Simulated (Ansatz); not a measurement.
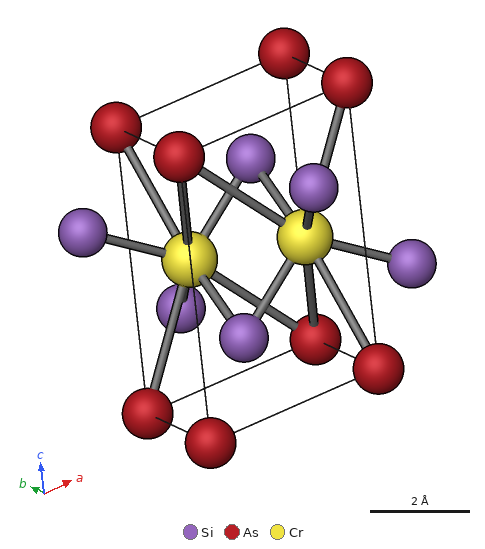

View slightly off an axis, drawn as a ball-and-stick model. The wireframe shows the simulation cell. Some neighbours outside the box are added.

```yaml
crystal:
  lattice:
    - [0.00000, 3.86642, 0.00000]
    - [3.86642, 0.00000, 0.00000]
    - [1.93321, 1.93321, -5.26642]
  atoms:
    - { symbol: Si, position: [0.38610, 0.38610, 0.22780] }
    - { symbol: Si, position: [0.61390, 0.61390, 0.77220] }
    - { symbol: As, position: [0.00000, 0.00000, 0.00000] }
    - { symbol: Cr, position: [0.75000, 0.25000, 0.50000] }
    - { symbol: Cr, position: [0.25000, 0.75000, 0.50000] }
```

Run with DFT, PAW plane waves, PBE (Ansatz) and these settings: an energy cutoff of 420 eV, a 9×9×9 grid in reciprocal space, Fermi-Dirac smearing of 0.03 eV, no spin polarisation (a spin-restricted run, not always the ground state).

Predict the Bader charges.

Cr +0.44 e; Si -0.47 e; As +0.07 e.

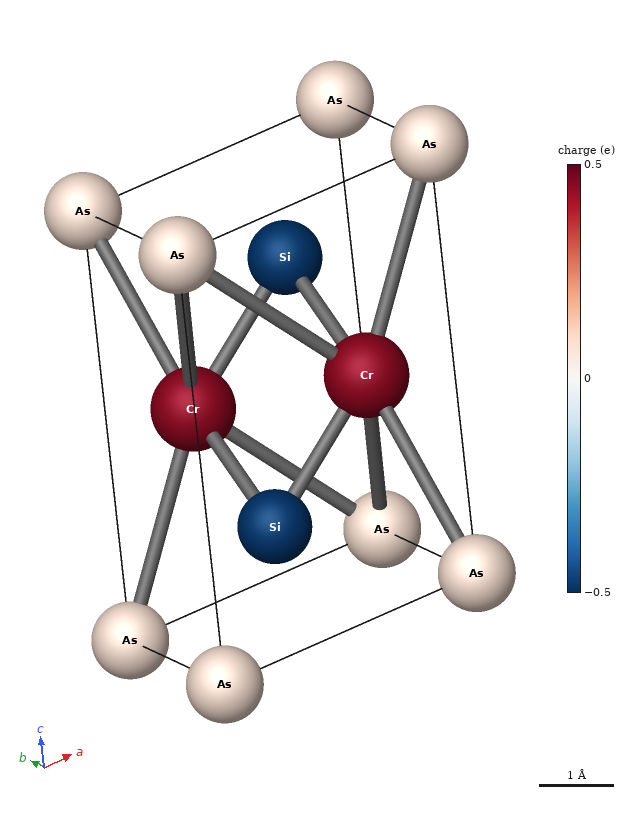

The atoms coloured by those charges.

The structure is a generated cell, made by putting these elements into a known structure type (the compound may or may not exist in this form); no relaxation was done. It was run through Ansatz as a DFT input.

At this level of theory the cell isn't at rest (stretched, at -5 GPa), so its distances can differ from those at equilibrium, the more so the softer the solid.
